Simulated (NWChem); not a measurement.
**SiH3Cl (SMILES [SiH3]Cl) at CAM-B3LYP/jun-cc-pV(D+d)Z**

Aim: the vertical ionisation energy of SiH3Cl at CAM-B3LYP/jun-cc-pV(D+d)Z, from 2 runs. 

The results are computed with NWChem 7.3.0.

### Step 1. The molecule

SiH3Cl: 5 atoms, total charge 0, spin state singlet. SMILES: `[SiH3]Cl`. The coordinates come from a PBE0-D4/def2-TZVP relaxation.

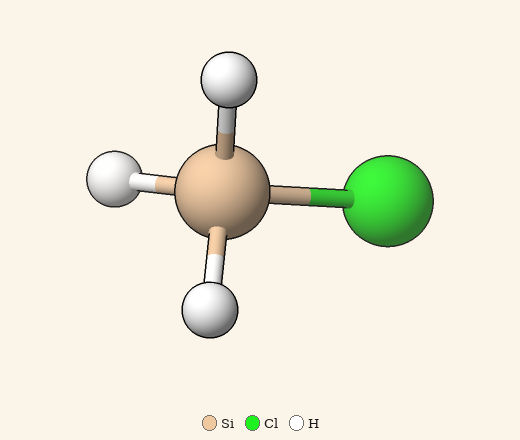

Viewed from a chosen angle; silicon light orange, chlorine green, hydrogen white.

### Step 2. A single-point energy at CAM-B3LYP/jun-cc-pV(D+d)Z

calc.xyz

```xyz
5
ClH3Si energy
Si    -0.112000     0.018600    -0.030900
Cl     1.838300    -0.513500     0.329900
H     -0.950900    -0.488300     1.079100
H     -0.534700    -0.585700    -1.314900
H     -0.190800     1.495400    -0.104700
```

calc.nw

```
start calc
title "ClH3Si energy"
memory stack 880 mb heap 220 mb global 1100 mb

geometry units angstrom noautosym nocenter noautoz
  load calc.xyz
end

basis "ao basis" spherical bse
  Si library "jun-cc-pV(D+d)Z"
  Cl library "jun-cc-pV(D+d)Z"
  H library "jun-cc-pV(D+d)Z"
end

dft
  xc xcamb88 1.00 lyp 0.81 vwn_5 0.19 hfexch 1.00
  cam 0.33 cam_alpha 0.19 cam_beta 0.46
  mult 1
  grid fine
  convergence energy 1e-08
  direct
  maxiter 100
  mulliken
  print low
end

task dft energy
```

Run with:

```bash
nwchem calc.nw > calc.out
```

Standard output:

```text
[...]
 d= 0,ls=0.0,diis     1   -751.5284254171 -8.38D+02  6.99D-03  2.20D-01     2.7
[...]
 d= 0,ls=0.0,diis     8   -751.5551124374 -8.86D-10  3.01D-07  6.56D-11    18.4
         Total DFT energy =     -751.555112437370
      One electron energy =    -1210.058466393006
           Coulomb energy =      422.473722182763
    Exchange-Corr. energy =      -50.307592697377
 Nuclear repulsion energy =       86.337224470250
[...]
      Total Density - Mulliken Population Analysis
     ---------------------------------------------
    Atom       Charge   Shell Charges
 -----------   ------   -------------------------------------------------------
    1 Si  14    13.67   2.00  2.03  0.78  0.40  0.03  6.01  1.47  0.64  0.01  0.01  0.28
    2 Cl  17    17.18   2.00  2.03  0.95  0.92  0.02  6.00  3.12  2.05  0.06  0.00  0.02
    3 H    1     1.05   0.73  0.31  0.01
    4 H    1     1.05   0.73  0.31  0.01
    5 H    1     1.05   0.73  0.31  0.01
[...]
```

Run time: 19 s. Hardware: 1 thread of AMD EPYC 9R45 (Zen 5), shared host; peak memory 0.11 GiB.

### Step 3. The doublet cation at the same level

struct.nw

```
start struct
memory 2200 mb
charge 1

geometry noautosym nocenter noautoz
 Si      -0.112000       0.018600      -0.030900
 Cl       1.838300      -0.513500       0.329900
 H       -0.950900      -0.488300       1.079100
 H       -0.534700      -0.585700      -1.314900
 H       -0.190800       1.495400      -0.104700
end

basis "ao basis" spherical bse
 * library "jun-cc-pV(D+d)Z"
end

dft
 xc xcamb88 1.00 lyp 0.81 vwn_5 0.19 hfexch 1.00
 cam 0.33 cam_alpha 0.19 cam_beta 0.46
 mult 2
 grid fine
 convergence energy 1e-08
 direct
 maxiter 100
 mulliken
 noprint "final vectors analysis"
end

task dft energy
```

Run with:

```bash
nwchem struct.nw > struct.out
```

Standard output:

```text
[...]
          Wavefunction type:  spin polarized.
          No. of atoms     :     5
          No. of electrons :    33
[...]
          Charge           :     1
          Spin multiplicity:     2
[...]
          AO basis - number of functions:    69
[...]
              XC Information
              --------------
                     Hartree-Fock (Exact) Exchange  1.000
                   CAM-Becke88 Exchange Functional  1.000
                      VWN V Correlation Functional  0.190 local
              Lee-Yang-Parr Correlation Functional  0.810
[...]
 d= 0,ls=0.0,diis     1   -750.9389792473 -8.37D+02  9.65D-03  3.74D-01     2.9
[...]
 d= 0,ls=0.0,diis    13   -751.1274580652 -1.50D-09  2.32D-07  1.19D-10    32.2
[...]
         Total DFT energy =     -751.127458065240
      One electron energy =    -1200.502265894989
           Coulomb energy =      412.998162845189
    Exchange-Corr. energy =      -49.960579485689
 Nuclear repulsion energy =       86.337224470250
[...]
      Total Density - Mulliken Population Analysis
     ---------------------------------------------
    Atom       Charge   Shell Charges
 -----------   ------   -------------------------------------------------------
    1 Si  14    13.70   2.00  2.03  0.83  0.43  0.01  6.01  1.50  0.63 -0.01  0.01  0.24
    2 Cl  17    16.62   2.00  2.03  1.01  0.90 -0.02  6.00  3.02  1.68 -0.03  0.00  0.03
    3 H    1     0.86   0.66  0.18  0.01
    4 H    1     0.92   0.69  0.21  0.01
    5 H    1     0.91   0.69  0.21  0.01
[...]
      <S2> =      0.7594 (Exact =     0.7500)
[...]
```

Run time: 33 s. Hardware: 1 thread of AMD EPYC 9R45 (Zen 5), shared host; peak memory 0.11 GiB.

### Step 4. Outcome

Level: CAM-B3LYP/jun-cc-pV(D+d)Z.

```
                                          quantity          value
                      singlet SiH3Cl: total energy  -751.55511 Eh
                      doublet cation: total energy  -751.12746 Eh
                              doublet cation: ⟨S²⟩          0.759
vertical ionisation energy (to the doublet cation)      11.637 eV
```

**Reading.** The vertical ionisation energy comes to 11.64 eV (268 kcal/mol).
